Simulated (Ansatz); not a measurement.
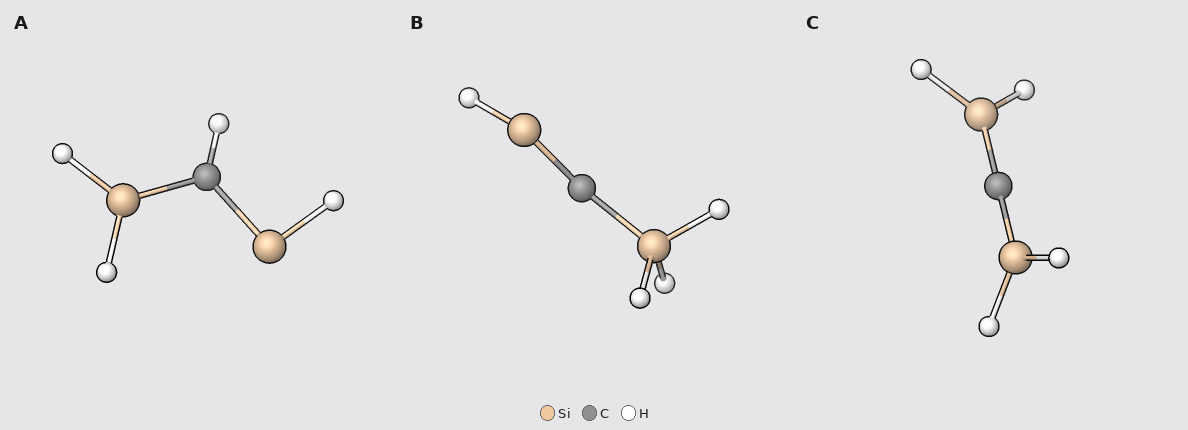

3 stationary structures of one formula. Geometries: PBE-D4/def2-SVP. Electronic energies: PBE-D4/def2-SVP (Ansatz 0.2.0), without zero-point energy. No frequency run is at hand to confirm each as a minimum. Each is one conformer, not always the lowest.

Which structure is the most stable?

A is lowest; C lies 7.5 kcal/mol above it (D2d), B lies 20.2 kcal/mol above it (Cs).
